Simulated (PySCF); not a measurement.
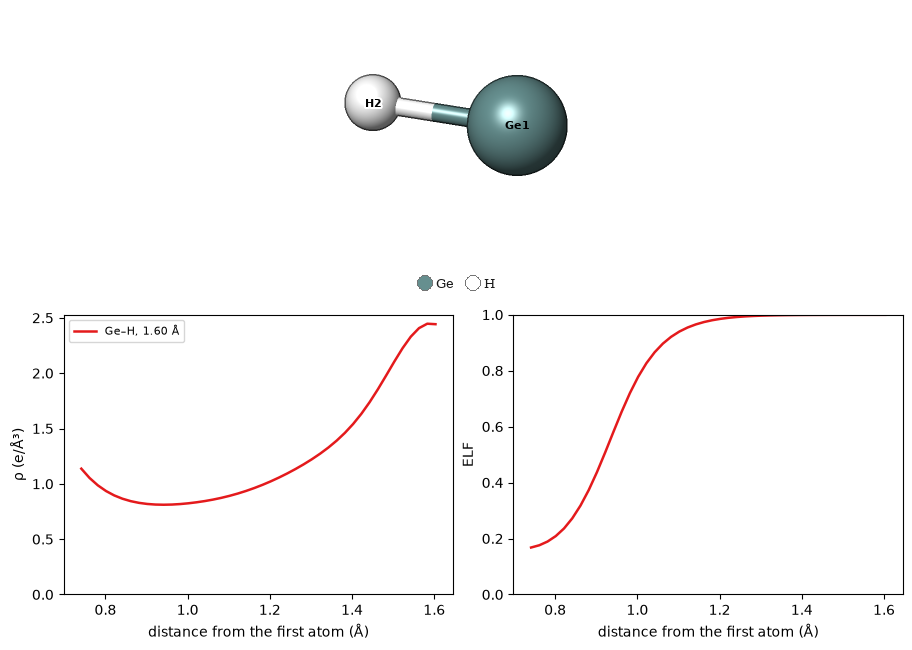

Figure. GeH (doublet). Total electron density and electron localisation function along straight lines between neighbouring atoms. The curves leave out the atomic cores. The structure is drawn too.

Theory: PBE0/cc-pVTZ(-PP), non-relativistic Hamiltonian with scalar-relativistic core potentials where named, at a bond length of 1.603 Å in PySCF.

Question: What can be read from the curves?

Answer: Ge–H (1.60 Å): ρ is about 0.93 e/Å³ halfway; the ELF climbs to about 1 towards the hydrogen.
